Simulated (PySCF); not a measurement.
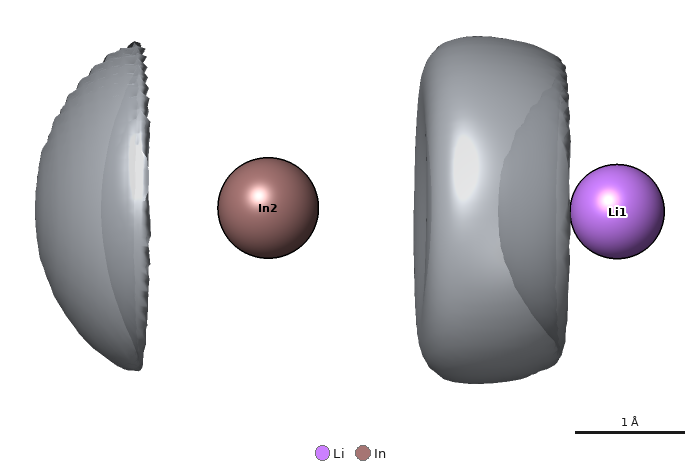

*LiIn (charge +1, doublet). Isosurface of the ELF at 0.8 (grey), seen from one side. Core shells and regions of very low density are left out.*

Core potentials replace the inner electrons of In.

Theory: PBE0/cc-pVDZ(-PP), non-relativistic Hamiltonian with scalar-relativistic core potentials where named, at a bond length of 3.229 Å (PySCF 2.14.0).

```yaml
atoms:
  - { symbol: Li, position_ang: [0.0000, 0.0000, -3.0432] }
  - { symbol: In, position_ang: [0.0000, 0.0000, 0.1858] }
```

**Describe the localisation domains.**

At this value the surface marks out one lobe of the valence shell of Li pointing towards In (polar bonds) and one lobe on In, pointing away from the bonds (non-bonding electrons).

Values along the shortest contacts:
Li–In (3.23 Å): the ELF peaks at about 1 in the valence shell of In, 1.9 Å from its nucleus, and drops to about 0.25 between the two atoms.
